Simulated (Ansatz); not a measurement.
## Electronic structure of CH3FS2W (SMILES [CH3][W]([F])(=[S])=[S]) in real space

Input

```
crystal:
  periodic: [false, false, false]
  atoms:
    - {symbol: C, position_ang: [-0.900856, -0.157616, 0.636524]}
    - {symbol: W, position_ang: [0.837483, 0.080893, -0.497148]}
    - {symbol: F, position_ang: [2.215851, -0.881538, 0.273467]}
    - {symbol: S, position_ang: [0.293799, -0.591763, -2.427181]}
    - {symbol: S, position_ang: [1.157561, 2.171368, -0.520956]}
    - {symbol: H, position_ang: [-0.702739, 0.202946, 1.651528]}
    - {symbol: H, position_ang: [-1.156250, -1.222289, 0.659047]}
    - {symbol: H, position_ang: [-1.744849, 0.397998, 0.224718]}
basis:
  gaussian: {orbitals: def2-TZVPP}
hamiltonian: {xc: pbe0, dispersion: d4}
output: {orbitals: {seedname: orbitals}}
```

Launched as:

```sh
ansatz run in.yaml --threads 4 --pin off --events-out ev --progress --plain --max-ram 10444MiB
```

Geometry: PBE0-D4/def2-TZVP; core potentials replace the inner electrons of W.

All numbers below come from Ansatz, RKS PBE0-D4/def2-TZVPP.

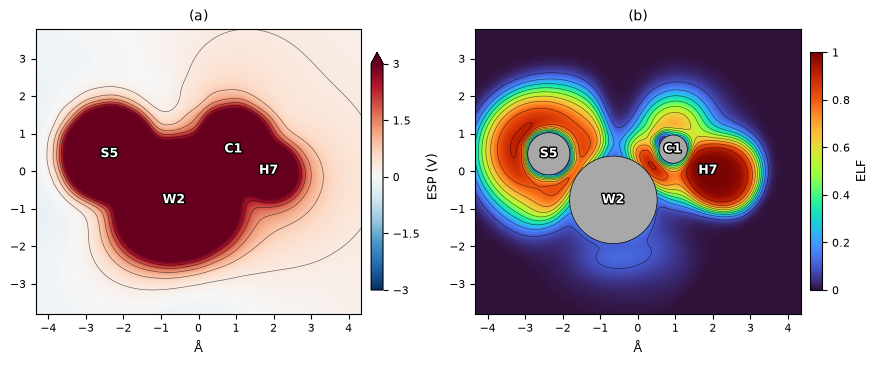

Figure 1. (a) molecular electrostatic potential; (b) electron localisation function on the plane of atoms W2, C1 and H7. Grey discs cover the atomic cores in the ELF map.

What does the map show?

Answer.
- The section cuts through C, W, S and H sites.
- C–W (2.09 Å): the ELF peaks at about 0.90 in the valence shell of C, 0.7 Å from its nucleus, and is about 0.60 at the midpoint.
- W–S (2.11 Å): the ELF peaks at about 0.80 in the valence shell of S, 0.8 Å from its nucleus, and is about 0.50 at the midpoint.
- C–H (1.10 Å): the ELF climbs to about 1 towards the hydrogen, as it does in any bond to H; an ordinary covalent bond to hydrogen.
- The potential has no marked negative region in this plane.

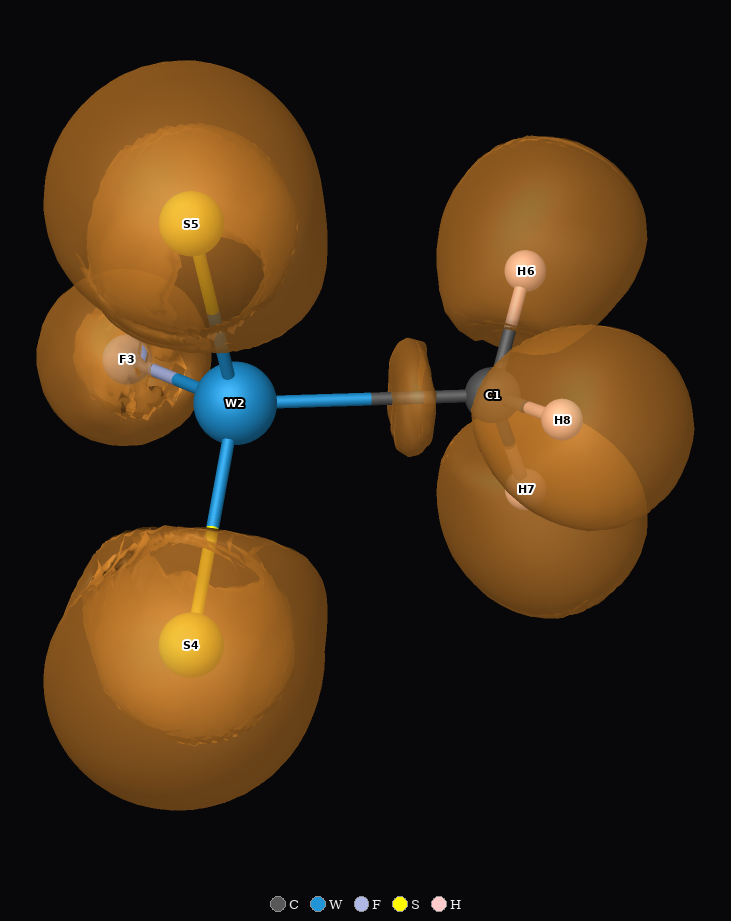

Figure 2. Isosurface of the electron localisation function at 0.8 (orange), seen at a tilt. Only the valence region is drawn (cores and ρ < 0.01 e/Å³ removed).

Identify the bonds, lone pairs and shells in this picture.

Answer. The ELF exceeds this value in three regions around hydrogen nuclei, one lobe of the valence shell of C pointing towards W (polar bonds), two rings or bowls of non-bonding electrons around S and one region wrapped around F (its valence shell).


W–F (1.85 Å): the ELF peaks at about 0.80 in the valence shell of F, 0.5 Å from its nucleus, and drops to about 0.25 between the two atoms.

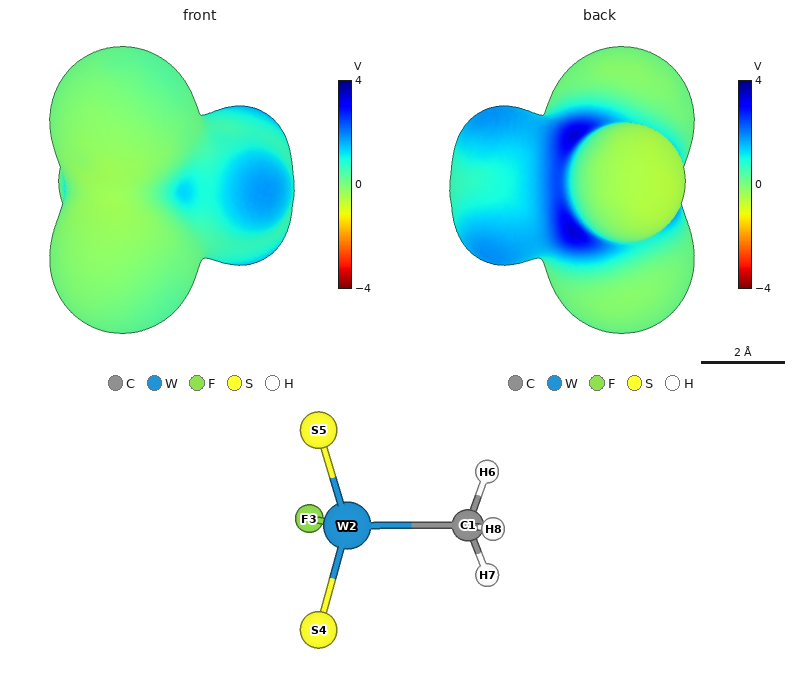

Figure 3. The molecular electrostatic potential painted on the density surface at 0.004 e/bohr³, seen from the front and from behind; red is negative and blue positive. The bare structure is drawn below in the same view.

Which sites attract a positive test charge, and which a negative one?

Answer. A positive charge is drawn to the negative regions and a negative charge to the positive ones. The most negative region (about −0.6 V, or −14 kcal/mol for a unit charge) lies over F3, the most positive (about +3.2 V, or +74 kcal/mol for a unit charge) over W2.

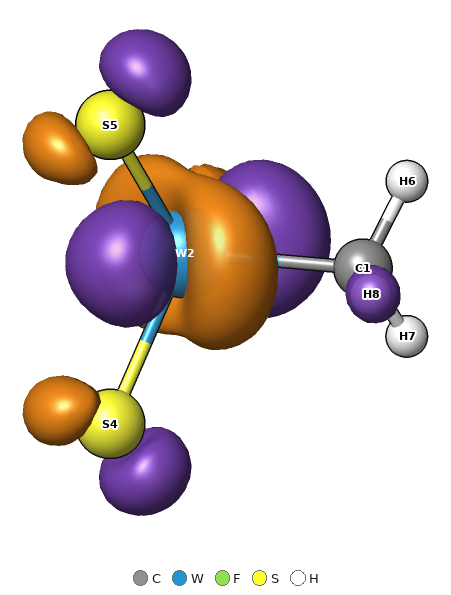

Figure 4. One frontier orbital at ±0.15 Å⁻³ᐟ² (orange and purple are the two phases), seen at a tilt.

Which orbital is it: HOMO or LUMO?

Answer. The LUMO, at −2.99 eV. By Hirshfeld shares it lies mainly on W2 (about 60 %), S4 (about 15 %), S5 (about 15 %) and F3 (about 5 %).
